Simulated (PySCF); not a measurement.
# CdH2 (SMILES [H][Cd][H]): CISD/STO-3G

Aim: the vertical ionisation energy of CdH2 at CISD/STO-3G, from 2 runs. The job is set up through a Python script.

The calculation is run with PySCF 2.14.0.

4 further runs of the same task are left out: 4 set aside as unsound or not needed.

### 1 The system as given

The species is CdH2 (3 atoms), meant as a singlet with charge 0. SMILES: `[H][Cd][H]`. The shape comes from GFN2-xTB, which is rough for such elements, and wasn't checked as a minimum.

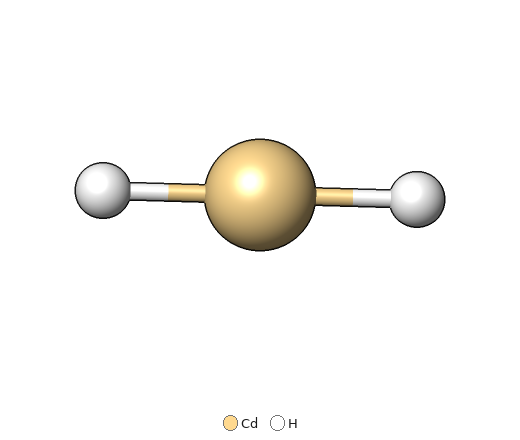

The structure, seen from a chosen angle (cadmium orange, hydrogen white).

### 2 The energy at CISD/STO-3G

Input file input.py:

```python
# CdH2
from pyscf import gto, ci

mol = gto.Mole()
mol.atom = '''
Cd     0.000491     0.000283     0.000964
H     -0.032976    -0.040686     3.131579
H      0.032484     0.040402    -3.132542
'''
mol.charge = 0
mol.unit = 'bohr'
mol.spin = 0
mol.basis = 'sto-3g'
mol.verbose = 3
mol.max_memory = 1860
mol.build()

myscf = mol.RHF()
myscf.conv_tol = 1e-10
myscf.kernel()
if not myscf.converged:
    myscf = myscf.newton().run(myscf.mo_coeff, myscf.mo_occ)

cisd = ci.CISD(myscf, frozen=14)
cisd.kernel()
energy = cisd.e_tot
print('E = %.10f Eh' % energy)
```

Started as:

```sh
$ OMP_NUM_THREADS=1 python input.py
```

Log:

```text
converged SCF energy = -5412.72336782829
E(RCISD) = -5412.768663829077  E_corr = -0.04529600078272108
E = -5412.7686638291 Eh
```

It took 0.87 s on 1 thread of Arm Neoverse V1, shared host; peak memory 0.12 GiB.

### 3 The doublet cation at the same level

Input file job.py:

```python
from pyscf import gto, scf, ci

system = gto.Mole()
system.atom = '''
Cd     0.000491     0.000283     0.000964
H     -0.032976    -0.040686     3.131579
H      0.032484     0.040402    -3.132542
'''
system.max_memory = 1860
system.spin = 1
system.unit = 'bohr'
system.verbose = 3
system.basis = 'sto-3g'
system.charge = 1
system.build()

mf = scf.UHF(system)
mf.conv_tol = 1e-10
mf.kernel()
if not mf.converged:
    mf = mf.newton().run(mf.mo_coeff, mf.mo_occ)

cisd = ci.CISD(mf, frozen=14)
cisd.kernel()
energy = cisd.e_tot
print('E(%s) = %.9f' % ('CISD', energy))
```

Started as:

```sh
$ OMP_NUM_THREADS=1 python job.py
```

Log:

```text
converged SCF energy = -5412.45432055233  <S^2> = 0.85830267  2S+1 = 2.1055191
E(UCISD) = -5412.493914637072  E_corr = -0.03959408474676075
E(CISD) = -5412.493914637
```

Run time: 0.89 s. Hardware: 1 thread of Arm Neoverse V1, shared host; peak memory 0.11 GiB.

### 4 Summary of results

At CISD/STO-3G, 14 core orbitals frozen:

```
                                                                  quantity           value
                                                singlet CdH2: total energy  -5412.76866 Eh
                        singlet CdH2: dipole moment (Hartree–Fock density)          0.00 D
                         singlet CdH2: HOMO energy (Hartree–Fock orbitals)        -7.81 eV
                         singlet CdH2: LUMO energy (Hartree–Fock orbitals)         8.79 eV
                       singlet CdH2: HOMO–LUMO gap (Hartree–Fock orbitals)        16.61 eV
                singlet CdH2: correlation energy (14 core orbitals frozen)       -45.3 mEh
                                              doublet cation: total energy  -5412.49391 Eh
doublet cation: HOMO energy (Hartree–Fock orbitals) (highest over α and β)       -14.00 eV
 doublet cation: LUMO energy (Hartree–Fock orbitals) (lowest over α and β)        -6.68 eV
              doublet cation: correlation energy (14 core orbitals frozen)       -39.6 mEh
                         doublet cation: ⟨S²⟩ of the reference determinant           0.858
                        vertical ionisation energy (to the doublet cation)        7.476 eV
```

In words: Removing an electron at fixed nuclei costs 7.48 eV (172 kcal/mol). In a minimal basis such a difference can be off by several eV, whatever the method. Relativity is left out (singlet CdH2) although the molecule holds a heavy atom. ⟨S²⟩ (doublet cation) is 0.86 where a pure doublet has 0.75: the reference is spin-contaminated. Relativity is left out (doublet cation) although the molecule holds a heavy atom.
